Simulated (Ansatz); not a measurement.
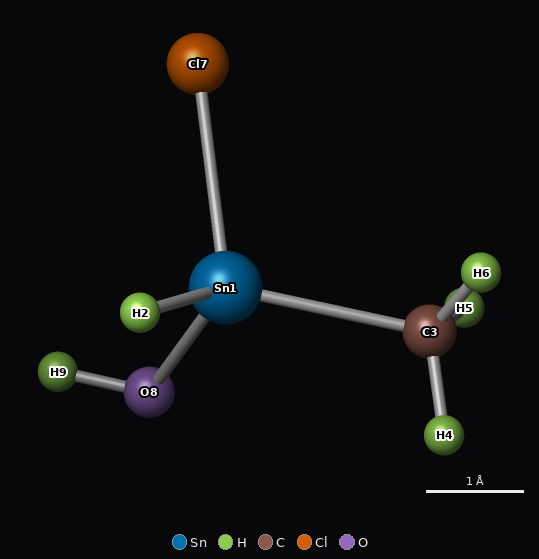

**Figure 1.** The input geometry (ball-and-stick view, seen at a tilt; atoms are numbered from 1 in the order of the input). Sticks mark near contacts.

**Nudged elastic band, with input and output: CH₅ClOSn**

The run: nudged elastic band of CH₅ClOSn. Method and program: RKS BLYP-D4/def2-SVP (Ansatz 0.2.0).

It belongs to a series of runs on one base structure; here: band between the two ends. Figures and captions count atoms from 1; the log counts them from 0 in places.

**Output**
```
Engine: ansatz 0.2.0, aarch64-unknown-linux-gnu
Functional definition: BLYP
  parameter beta = 0.0042
  parameter a = 0.04918
  parameter b = 0.132
  parameter c = 0.2533
  parameter d = 0.349
  exchange = b88_x(beta = beta)
  correlation = lyp_c(a = a, b = b, c = c, d = d)
1077 factors; their error is unknown
mean field evaluation 1: about -21497.3706 eV, gradient 8.1e1 eV
mean field evaluation 2: about -21384.4285 eV, gradient 2.0e2 eV
mean field evaluation 4: about -21510.9390 eV, gradient 1.8e1 eV
mean field evaluation 8: about -21511.7738 eV, gradient 2.4e-1 eV
mean field evaluation 16: about -21511.7403 eV, gradient 3.4e-4 eV
mean field -21511.74031201 eV, -790.5418752851 hartree, gradient 3.8e-5 eV, S^2 0.000000; 0 other end points of the search recorded, 0 dependent functions left out
the calculation of the forces begins
reference -21511.74066356 eV, -790.5418882044 hartree; 29, 29 occupied and 68, 68 virtual orbitals, 1077 factors
1077 factors; their error is unknown
mean field evaluation 32: about -21512.8096 eV, gradient 1.4e-2 eV
mean field -21512.80955169 eV, -790.5811691185 hartree, gradient 2.0e-5 eV, S^2 0.000000; 0 other end points of the search recorded, 0 dependent functions left out
[... from here on the field's lines of each further geometry are left out, up to the last ...]
NEB iter   1: max|band force component| = 7.428e0 eV/Å  barrier→ = 3.9753 eV  barrier← = 5.0440 eV  Δτ_max = 0.1978 Å  (295 SCF iters)
NEB iter   2: max|band force component| = 2.030e0 eV/Å  barrier→ = 2.7743 eV  barrier← = 3.8430 eV  Δτ_max = 0.2000 Å  (252 SCF iters)
NEB iter   3: max|band force component| = 1.600e0 eV/Å  barrier→ = 2.4369 eV  barrier← = 3.5055 eV  Δτ_max = 0.1952 Å  (235 SCF iters)
NEB iter   4: max|band force component| = 1.471e0 eV/Å  barrier→ = 2.0254 eV  barrier← = 3.0941 eV  Δτ_max = 0.1974 Å  (216 SCF iters)
NEB iter   5: max|band force component| = 1.146e0 eV/Å  barrier→ = 2.0662 eV  barrier← = 3.1348 eV  Δτ_max = 0.2000 Å  (229 SCF iters)
NEB iter   6: max|band force component| = 9.807e-1 eV/Å  barrier→ = 2.4446 eV  barrier← = 3.5133 eV  Δτ_max = 0.1981 Å  (235 SCF iters)
NEB iter   7: max|band force component| = 6.363e-1 eV/Å  barrier→ = 2.4205 eV  barrier← = 3.4892 eV  Δτ_max = 0.2000 Å  (215 SCF iters)
NEB iter   8: max|band force component| = 1.837e0 eV/Å  barrier→ = 2.0116 eV  barrier← = 3.0802 eV  CI = image 3  Δτ_max = 0.1996 Å  (226 SCF iters)
NEB iter   9: max|band force component| = 4.423e-1 eV/Å  barrier→ = 2.4347 eV  barrier← = 3.5034 eV  CI = image 3  Δτ_max = 0.2000 Å  (224 SCF iters)
NEB iter  10: max|band force component| = 3.805e-1 eV/Å  barrier→ = 2.3732 eV  barrier← = 3.4419 eV  CI = image 3  Δτ_max = 0.1893 Å  (226 SCF iters)
NEB iter  11: max|band force component| = 2.614e-1 eV/Å  barrier→ = 2.3424 eV  barrier← = 3.4111 eV  CI = image 3  Δτ_max = 0.1974 Å  (227 SCF iters)
NEB iter  12: max|band force component| = 3.243e-1 eV/Å  barrier→ = 2.3390 eV  barrier← = 3.4076 eV  CI = image 3  Δτ_max = 0.1006 Å  (215 SCF iters)
NEB iter  13: max|band force component| = 1.895e-1 eV/Å  barrier→ = 2.3306 eV  barrier← = 3.3993 eV  CI = image 3  Δτ_max = 0.1003 Å  (210 SCF iters)
NEB iter  14: max|band force component| = 1.454e-1 eV/Å  barrier→ = 2.3267 eV  barrier← = 3.3954 eV  CI = image 3  Δτ_max = 0.0836 Å  (209 SCF iters)
NEB iter  15: max|band force component| = 8.805e-2 eV/Å  barrier→ = 2.3244 eV  barrier← = 3.3931 eV  CI = image 3  Δτ_max = 0.0999 Å  (207 SCF iters)
NEB iter  16: max|band force component| = 9.174e-2 eV/Å  barrier→ = 2.3222 eV  barrier← = 3.3909 eV  CI = image 3  Δτ_max = 0.0501 Å  (207 SCF iters)
NEB iter  17: max|band force component| = 1.146e-1 eV/Å  barrier→ = 2.3203 eV  barrier← = 3.3890 eV  CI = image 3  Δτ_max = 0.0250 Å  (209 SCF iters)
NEB iter  18: max|band force component| = 9.619e-2 eV/Å  barrier→ = 2.3193 eV  barrier← = 3.3880 eV  CI = image 3  Δτ_max = 0.0250 Å  (214 SCF iters)
NEB iter  19: max|band force component| = 8.807e-2 eV/Å  barrier→ = 2.3183 eV  barrier← = 3.3869 eV  CI = image 3  Δτ_max = 0.0501 Å  (213 SCF iters)
NEB iter  20: max|band force component| = 7.445e-2 eV/Å  barrier→ = 2.3163 eV  barrier← = 3.3849 eV  CI = image 3  Δτ_max = 0.1003 Å  (211 SCF iters)
NEB iter  21: max|band force component| = 7.345e-2 eV/Å  barrier→ = 2.3127 eV  barrier← = 3.3814 eV  CI = image 3  Δτ_max = 0.0501 Å  (207 SCF iters)
NEB iter  22: max|band force component| = 7.394e-2 eV/Å  barrier→ = 2.3112 eV  barrier← = 3.3798 eV  CI = image 3  Δτ_max = 0.0250 Å  (212 SCF iters)
NEB iter  23: max|band force component| = 6.940e-2 eV/Å  barrier→ = 2.3105 eV  barrier← = 3.3791 eV  CI = image 3  Δτ_max = 0.0250 Å  (212 SCF iters)
NEB iter  24: max|band force component| = 7.235e-2 eV/Å  barrier→ = 2.3098 eV  barrier← = 3.3785 eV  CI = image 3  Δτ_max = 0.0501 Å  (215 SCF iters)
NEB iter  25: max|band force component| = 8.261e-2 eV/Å  barrier→ = 2.3087 eV  barrier← = 3.3773 eV  CI = image 3  Δτ_max = 0.0501 Å  (212 SCF iters)
NEB iter  26: max|band force component| = 6.494e-2 eV/Å  barrier→ = 2.3080 eV  barrier← = 3.3766 eV  CI = image 3  Δτ_max = 0.0445 Å  (211 SCF iters)
NEB iter  27: max|band force component| = 6.472e-2 eV/Å  barrier→ = 2.3076 eV  barrier← = 3.3762 eV  CI = image 3  Δτ_max = 0.0263 Å  (211 SCF iters)
NEB iter  28: max|band force component| = 6.161e-2 eV/Å  barrier→ = 2.3073 eV  barrier← = 3.3760 eV  CI = image 3  Δτ_max = 0.0206 Å  (213 SCF iters)
the calculation of the forces begins
reference -21512.79182084 eV, -790.5805175219 hartree; 29, 29 occupied and 68, 68 virtual orbitals, 1077 factors
1077 factors; their error is unknown
mean field evaluation 1728: about -21509.4061 eV, gradient 6.5e-4 eV
mean field -21509.40611705 eV, -790.4560952024 hartree, gradient 2.3e-5 eV, S^2 0.000000; 2 other end points of the search recorded, 0 dependent functions left out
the calculation of the forces begins
reference -21509.40644273 eV, -790.4561071709 hartree; 29, 29 occupied and 68, 68 virtual orbitals, 1077 factors
NEB iter  29: max|band force component| = 4.460e-2 eV/Å  barrier→ = 2.3071 eV  barrier← = 3.3758 eV  CI = image 3  Δτ_max = 0.0000 Å  (439 SCF iters)
```

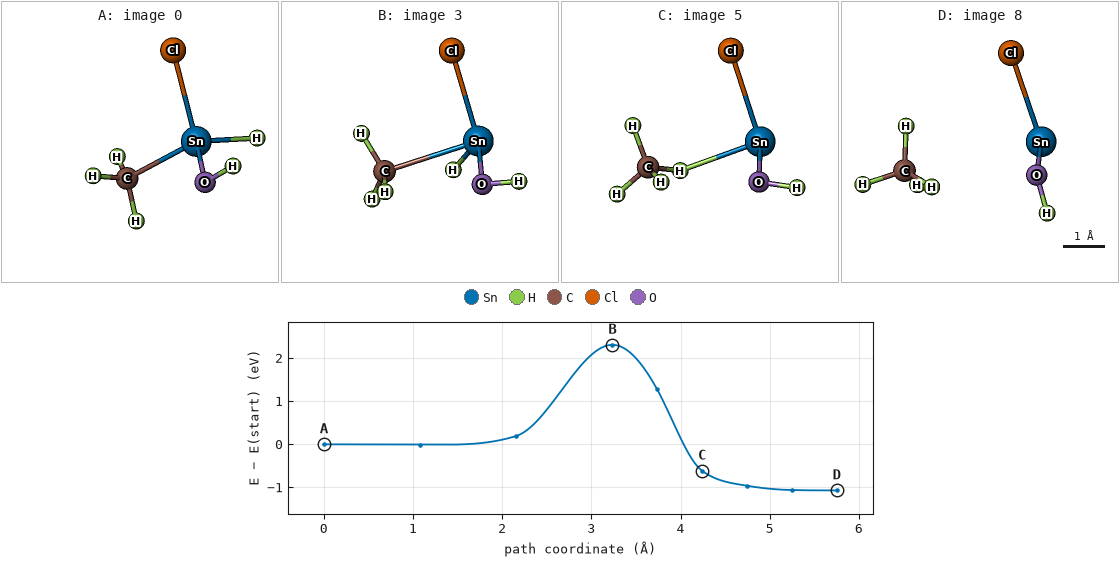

**Figure 2.** Images of the last band (counted from 0; ball-and-stick, seen at a tilt) above the energy along the path; the line is a cubic interpolation that uses the forces. The highest image is number 3, 2.307 eV above the start and 3.376 eV above the end (the climbing image); the end lies 1.069 eV below the start. The path is 5.75 Å long. The band converged in 29 iterations.

```
Total energy: -21509.82617086 eV, -790.4715318953 hartree
Atom 0 at    -0.316464     0.027459     0.718106 Å, force    -0.000474    -0.000259    -0.000717 eV/Å
Atom 1 at     0.758893     0.354480     2.013383 Å, force     0.000640     0.002075     0.000187 eV/Å
Atom 2 at     2.123465     0.055607     0.417256 Å, force    -0.007806     0.007934     0.005508 eV/Å
Atom 3 at     2.133155    -0.885727    -0.167461 Å, force     0.003378    -0.000036    -0.002715 eV/Å
Atom 4 at     2.293988     0.963392    -0.188111 Å, force     0.001803    -0.001766    -0.001469 eV/Å
Atom 5 at     2.797940    -0.000748     1.290366 Å, force     0.001606    -0.005873    -0.001357 eV/Å
Atom 6 at    -0.649759     1.709649    -0.973534 Å, force     0.000341    -0.000730     0.000240 eV/Å
Atom 7 at    -0.292210    -1.788907    -0.192096 Å, force     0.000195    -0.002137    -0.000151 eV/Å
Atom 8 at    -1.210109    -2.133008    -0.213708 Å, force     0.000316     0.000792     0.000474 eV/Å
Dipole moment:    -0.119275    -0.188935     0.430210 e Å
this run last wrote the band of iteration 29 to [file]
```

**The last band as extended XYZ (Å, eV, eV/Å)**
```
9
Properties=species:S:1:pos:R:3:forces:R:3 image=0 energy=-21512.13299
Sn    0.2087   -0.0780    0.6485    0.0070  -0.0042   0.0017
H    -0.3789   -0.1566    2.2857   -0.0036   0.0060  -0.0073
C     2.3411    0.0187    0.2760    0.0021   0.0026  -0.0016
H     2.8238   -0.8908    0.6795    0.0016  -0.0007   0.0006
H     2.4859    0.0731   -0.8183    0.0015  -0.0026   0.0031
H     2.7577    0.9212    0.7593    0.0067  -0.0031  -0.0007
Cl   -0.8135    1.8617   -0.3368   -0.0117   0.0038   0.0048
O    -0.4051   -1.6854   -0.4032    0.0009   0.0038   0.0031
H    -1.3808   -1.7617   -0.3864   -0.0045  -0.0057  -0.0038
9
Properties=species:S:1:pos:R:3:forces:R:3 image=1 energy=-21512.13829
Sn    0.2043   -0.0329    0.6331    0.0009  -0.0011  -0.0014
H    -0.4178    0.0931    2.2537    0.0024   0.0014  -0.0009
C     2.3426    0.0209    0.2726   -0.0064   0.0003   0.0011
H     2.6906   -1.0205    0.1427   -0.0002   0.0010  -0.0033
H     2.5085    0.5987   -0.6547    0.0013   0.0018   0.0026
H     2.8639    0.5020    1.1203    0.0005  -0.0035   0.0010
Cl   -0.8318    1.7508   -0.6027    0.0005  -0.0008  -0.0017
O    -0.3728   -1.7695   -0.2150   -0.0040   0.0031   0.0021
H    -1.3487   -1.8404   -0.2457    0.0050  -0.0023   0.0004
9
Properties=species:S:1:pos:R:3:forces:R:3 image=2 energy=-21511.93939
Sn    0.1353    0.0238    0.5936    0.3842  -0.0124  -0.1019
H    -0.0092    0.3636    2.2782   -0.6484   0.0085   0.2378
C     2.2506    0.0177    0.2839    0.1160  -0.0338  -0.1392
H     2.4512   -0.8999   -0.2921    0.2725  -0.0092  -0.1207
H     2.5134    0.9269   -0.2819    0.1861  -0.0285  -0.0921
H     2.7671   -0.0045    1.2625   -0.0109   0.0006  -0.0514
Cl   -0.8091    1.6837   -0.8606   -0.1573  -0.0248   0.1168
O    -0.3538   -1.8013   -0.1079   -0.0552  -0.0082   0.0884
H    -1.3066   -2.0078   -0.1715   -0.0869   0.1078   0.0622
9
Properties=species:S:1:pos:R:3:forces:R:3 image=3 energy=-21509.82584
Sn   -0.3165    0.0275    0.7181   -0.0005  -0.0003  -0.0007
H     0.7589    0.3545    2.0134    0.0006   0.0021   0.0002
C     2.1235    0.0556    0.4173   -0.0078   0.0079   0.0055
H     2.1332   -0.8857   -0.1675    0.0034   0.0000  -0.0027
H     2.2940    0.9634   -0.1881    0.0018  -0.0018  -0.0015
H     2.7979   -0.0007    1.2904    0.0016  -0.0059  -0.0014
Cl   -0.6498    1.7096   -0.9735    0.0003  -0.0007   0.0002
O    -0.2922   -1.7889   -0.1921    0.0002  -0.0021  -0.0002
H    -1.2101   -2.1330   -0.2137    0.0003   0.0008   0.0005
9
Properties=species:S:1:pos:R:3:forces:R:3 image=4 energy=-21510.86205
Sn   -0.5502    0.0207    0.7577   -1.7515  -0.0485   0.3190
H     1.0185    0.3169    1.7262    1.9942  -0.3606  -2.1309
C     2.1056    0.0840    0.5381   -0.1585   0.1922   0.9301
H     2.0578   -0.8533   -0.0778   -0.5760   0.2369   0.6187
H     2.2407    0.9668   -0.1265   -0.3760   0.0245   0.4899
H     2.8696    0.0073    1.3130    0.5584  -0.0206   0.1438
Cl   -0.6311    1.7022   -1.0137    0.1568   0.0301  -0.1944
O    -0.2827   -1.7832   -0.1933    0.0304   0.0780  -0.0713
H    -1.1893   -2.1593   -0.2195    0.1221  -0.1321  -0.1049
9
Properties=species:S:1:pos:R:3:forces:R:3 image=5 energy=-21512.74592
Sn   -0.7794    0.0109    0.7617   -0.8455   0.0093   0.0368
H     1.2636    0.2708    1.4648    0.9910  -0.1442  -1.0380
C     2.0932    0.1120    0.6577   -0.0794   0.0626   0.4692
H     1.9809   -0.8055    0.0363   -0.3078   0.1449   0.4215
H     2.1885    0.9836   -0.0218   -0.1682   0.0181   0.3388
H     2.9679    0.0114    1.3175    0.4052  -0.0133  -0.0449
Cl   -0.6242    1.6893   -1.0294    0.0506  -0.0403  -0.0704
O    -0.3027   -1.7390   -0.2176   -0.1342   0.1920  -0.0278
H    -1.1489   -2.2315   -0.2651    0.0884  -0.2290  -0.0853
9
Properties=species:S:1:pos:R:3:forces:R:3 image=6 energy=-21513.09338
Sn   -1.0432    0.0147    0.7116   -0.2006   0.0110  -0.0487
H     1.3657    0.2529    1.4647    0.0737   0.0084  -0.0098
C     2.1677    0.1043    0.7040    0.0461  -0.0056   0.0451
H     1.9446   -0.7923    0.0973   -0.0258   0.0119   0.0551
H     2.2053    0.9956    0.0529    0.0203   0.0019   0.0369
H     3.1069   -0.0260    1.2709    0.1084  -0.0018  -0.0449
Cl   -0.5944    1.7205   -0.9778    0.0213  -0.0052   0.0056
O    -0.4826   -1.5943   -0.4225   -0.1399   0.0996  -0.1246
H    -1.0310   -2.3733   -0.1970    0.0966  -0.1203   0.0852
9
Properties=species:S:1:pos:R:3:forces:R:3 image=7 energy=-21513.19300
Sn   -1.2432    0.0115    0.6172   -0.0207   0.0005  -0.0133
H     1.5303    0.2361    1.6241    0.0180   0.0043   0.0191
C     2.2124    0.0854    0.7603    0.0037  -0.0062   0.0054
H     1.8818   -0.7942    0.1780   -0.0073   0.0019   0.0085
H     2.1737    0.9817    0.1155    0.0001  -0.0009   0.0041
H     3.2355   -0.0703    1.1512    0.0117  -0.0045  -0.0130
Cl   -0.6662    1.7662   -0.9668   -0.0068   0.0012  -0.0062
O    -0.6517   -1.5226   -0.5959   -0.0215   0.0027  -0.0098
H    -0.8338   -2.3916   -0.1794    0.0229   0.0012   0.0052
9
Properties=species:S:1:pos:R:3:forces:R:3 image=8 energy=-21513.20166
Sn   -1.2861    0.0518    0.5443   -0.0114  -0.0123   0.0084
H     1.7473    0.1217    1.8163    0.0059  -0.0012  -0.0107
C     2.2154    0.0500    0.8125    0.0079  -0.0041   0.0067
H     1.8008   -0.8176    0.2658    0.0126   0.0129   0.0095
H     1.9992    0.9700    0.2378    0.0066  -0.0054   0.0053
H     3.3092   -0.0659    0.9416   -0.0281   0.0013  -0.0115
Cl   -0.7809    1.8080   -1.0604    0.0071   0.0018  -0.0053
O    -0.6363   -1.4739   -0.6496    0.0048   0.0184  -0.0162
H    -0.7298   -2.3420   -0.2041   -0.0052  -0.0113   0.0138
```

The run was set up as follows.

**Input file**
```yaml
crystal:
  periodic: [false, false, false]
  atoms:
    - { symbol: Sn, position_ang: [0.208673, -0.077981, 0.648461] }
    - { symbol: H, position_ang: [-0.378914, -0.15663, 2.28566] }
    - { symbol: C, position_ang: [2.341052, 0.018669, 0.276035] }
    - { symbol: H, position_ang: [2.823824, -0.890775, 0.679534] }
    - { symbol: H, position_ang: [2.485896, 0.073104, -0.818325] }
    - { symbol: H, position_ang: [2.757744, 0.92122, 0.759317] }
    - { symbol: Cl, position_ang: [-0.813482, 1.861653, -0.33685] }
    - { symbol: O, position_ang: [-0.405111, -1.685396, -0.403199] }
    - { symbol: H, position_ang: [-1.380782, -1.761666, -0.386432] }
basis:
  gaussian: { orbitals: def2-SVP }
hamiltonian:
  xc: blyp
  dispersion: d4
neb:
  order_check: false
  images: 7
  f_tol: 0.05
  max_iterations: 60
  final_atoms:
    - { symbol: Sn, position_ang: [-1.28611091, 0.05175348, 0.54431632] }
    - { symbol: H, position_ang: [1.74726125, 0.12173606, 1.816293] }
    - { symbol: C, position_ang: [2.21543776, 0.0500309, 0.81245665] }
    - { symbol: H, position_ang: [1.80083013, -0.81761148, 0.26582223] }
    - { symbol: H, position_ang: [1.99919989, 0.97001134, 0.23779856] }
    - { symbol: H, position_ang: [3.30923355, -0.06587378, 0.94155973] }
    - { symbol: Cl, position_ang: [-0.78090103, 1.80801932, -1.06038334] }
    - { symbol: O, position_ang: [-0.63628044, -1.47388393, -0.64957579] }
    - { symbol: H, position_ang: [-0.7297702, -2.3419839, -0.20408638] }
  initial_path:
    images:
      - { positions_ang: [[0.208673, -0.077981, 0.648461], [-0.378914, -0.15663, 2.28566], [2.341052, 0.018669, 0.276035], [2.823824, -0.890775, 0.679534], [2.485896, 0.073104, -0.818325], [2.757744, 0.92122, 0.759317], [-0.813482, 1.861653, -0.33685], [-0.405111, -1.685396, -0.403199], [-1.380782, -1.761666, -0.386432]] }
      - { positions_ang: [[0.15494143, -0.06165091, 0.48890111], [-0.02047994, -0.12059125, 2.12280572], [2.31707079, 0.01948367, 0.377863], [2.77070764, -0.92205256, 0.6444113], [2.43299882, 0.1953711, -0.68521406], [2.79179889, 0.82693345, 0.92374232], [-0.90665401, 1.88159845, -0.44199376], [-0.53007816, -1.66939883, -0.46579211], [-1.37140547, -1.84749513, -0.26052252]] }
      - { positions_ang: [[0.10120987, -0.04532083, 0.32934122], [0.33795413, -0.0845525, 1.95995143], [2.29308957, 0.02029834, 0.47969099], [2.71759129, -0.95333012, 0.60928861], [2.38010163, 0.3176382, -0.55210311], [2.82585379, 0.73264691, 1.08816764], [-0.99982601, 1.90154391, -0.54713752], [-0.65504532, -1.65340166, -0.52838522], [-1.36202895, -1.93332425, -0.13461305]] }
      - { positions_ang: [[0.0474783, -0.02899074, 0.16978134], [0.69638819, -0.04851374, 1.79709715], [2.26910836, 0.02111301, 0.58151899], [2.66447493, -0.98460768, 0.57416591], [2.32720445, 0.43990531, -0.41899217], [2.85990868, 0.63836036, 1.25259296], [-1.09299802, 1.92148936, -0.65228129], [-0.78001247, -1.63740449, -0.59097832], [-1.35265242, -2.01915338, -0.00870357]] }
      - { positions_ang: [[-0.00625326, -0.01266066, 0.01022145], [1.05482225, -0.01247499, 1.63424287], [2.24512715, 0.02192768, 0.68334699], [2.61135857, -1.01588524, 0.53904322], [2.27430727, 0.56217241, -0.28588122], [2.89396357, 0.54407382, 1.41701828], [-1.18617002, 1.94143481, -0.75742505], [-0.90497963, -1.62140732, -0.65357143], [-1.3432759, -2.10498251, 0.1172059]] }
      - { positions_ang: [[-0.32621767, 0.00344287, 0.14374517], [1.227932, 0.02107777, 1.6797554], [2.2377048, 0.02895348, 0.7156244], [2.40872646, -0.9663168, 0.47073797], [2.20553042, 0.66413214, -0.15496128], [2.99778107, 0.39158692, 1.29815364], [-1.08485278, 1.90808094, -0.83316462], [-0.83780484, -1.58452647, -0.65257252], [-1.18989947, -2.16423286, 0.03688283]] }
      - { positions_ang: [[-0.64618208, 0.01954641, 0.27726889], [1.40104175, 0.05463054, 1.72526793], [2.23028246, 0.03597929, 0.74790182], [2.20609435, -0.91674836, 0.40243272], [2.13675358, 0.76609188, -0.02404133], [3.10159856, 0.23910002, 1.17928901], [-0.98353553, 1.87472706, -0.9089042], [-0.77063004, -1.54764562, -0.65157361], [-1.03652305, -2.2234832, -0.04344024]] }
      - { positions_ang: [[-0.9661465, 0.03564994, 0.4107926], [1.5741515, 0.0881833, 1.77078047], [2.22286011, 0.04300509, 0.78017924], [2.00346224, -0.86717992, 0.33412748], [2.06797673, 0.86805161, 0.10687862], [3.20541605, 0.08661312, 1.06042437], [-0.88221828, 1.84137319, -0.98464377], [-0.70345524, -1.51076478, -0.6505747], [-0.88314662, -2.28273355, -0.12376331]] }
      - { positions_ang: [[-1.28611091, 0.05175348, 0.54431632], [1.74726125, 0.12173606, 1.816293], [2.21543776, 0.0500309, 0.81245665], [1.80083013, -0.81761148, 0.26582223], [1.99919989, 0.97001134, 0.23779856], [3.30923355, -0.06587378, 0.94155973], [-0.78090103, 1.80801932, -1.06038334], [-0.63628044, -1.47388393, -0.64957579], [-0.7297702, -2.3419839, -0.20408638]] }
```

Command:
```bash
ansatz run input.yaml --threads 2 --pin off --max-ram 3072MiB --backend cpu --events-out ev --progress --plain --runs-dir out
```

**Key numbers**

- outcome: converged
- barrier, forward: 2.307 eV
- barrier, backward: 3.376 eV
- hardware: 2 threads of Arm Neoverse N1, 24 GiB of memory available, shared host
- wall time: 9.5 min (CPU time 18 min)
- peak memory: 0.14 GiB

**Remarks**

The order of the saddle point was not checked.
